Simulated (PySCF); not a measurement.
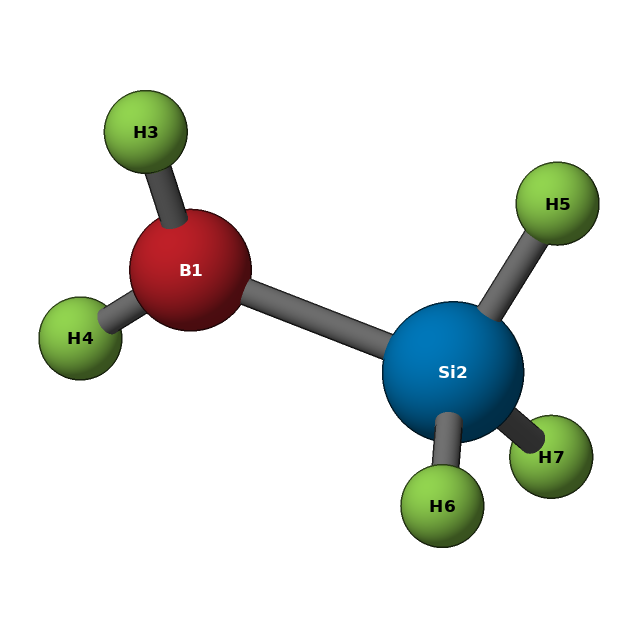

Geometry: a frame of a GFN2-xTB molecular-dynamics simulation, not a minimum. Method: GIAO PBE0/pcSseg-1 NMR shielding, non-relativistic, gas phase (PySCF 2.14.0). Principal shieldings σ11 ≤ σ22 ≤ σ33, span Ω = σ33 − σ11, skew κ = 3(σiso − σ22)/Ω.

Give the shielding tensors of the B atoms.

| atom | σ11 | σ22 | σ33 | σiso | Ω | κ |
| --- | --- | --- | --- | --- | --- | --- |
| B1 | −159.9 | −60.4 | 149.0 | −23.8 | 308.8 | 0.36 |

Shieldings and span in ppm.
